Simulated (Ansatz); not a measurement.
**Ligand exchange: Sn(CH3)Cl + BH(CH3)(NH2) → Sn(CH3)(NH2) + BH(CH3)Cl**

Species: Sn(CH3)Cl, singlet; BH(CH3)(NH2), singlet; Sn(CH3)(NH2), singlet; BH(CH3)Cl, singlet. The partners trade Cl for NH2: Sn–Cl and B–NH2 bonds give way to Sn–NH2 and B–Cl.

Shapes, held fixed at every level: PBE0-D4/def2-TZVP. Flexible molecules stand in one conformer, not always the lowest. Programs: Ansatz 0.2.0. The zero-point and thermal change to 298 K, harmonic and unscaled (PBE0-D4/def2-TZVP), is -6.0 kJ/mol.

```csv
level,kind,ΔH(298 K) (kJ/mol),less CCSD(T)/def2-TZVPP,CPU time (sum over the molecules)
HF/def2-TZVPP,Hartree–Fock,+139.3,+20.4,–
r2SCAN-D4/def2-TZVPP,meta-GGA,+125.0,+6.1,28 s
PBE0-D4/def2-TZVPP,global hybrid,+129.2,+10.3,16 s
r2SCAN0-D4/def2-TZVPP,global hybrid,+129.5,+10.6,27 s
wB97X-V/def2-TZVPP,range-separated hybrid,+125.6,+6.7,47 s
CCSD/def2-SVP,coupled cluster or CI,+127.8,+8.9,–
CCSD(T)/def2-TZVPP,coupled cluster or CI,+118.9,0.0,4 min
```

The highest level, CCSD(T)/def2-TZVPP, gives ΔH(298 K) = +118.9 kJ/mol; the levels span +118.9 to +139.3. The column of differences is taken from that level and isn't an error. No measured value is set beside it here. For atoms past krypton def2 sets carry core potentials with scalar relativity. Outer-core shells of Sn are correlated, in sets that cover them unevenly. CCSD(T)/def2-TZVPP lies outside the range of all other levels here, so it shouldn't be taken on trust. Times are processor times on shared x86 and Arm servers, and rough.

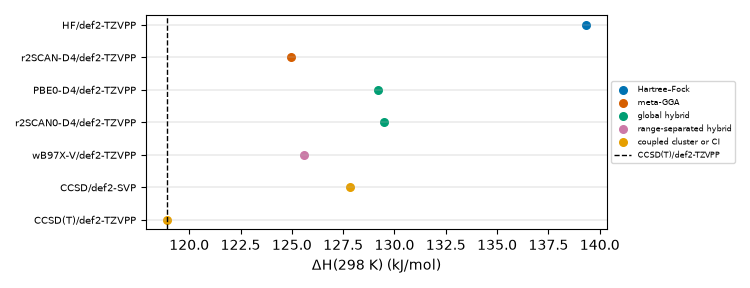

The values of the table, level by level.
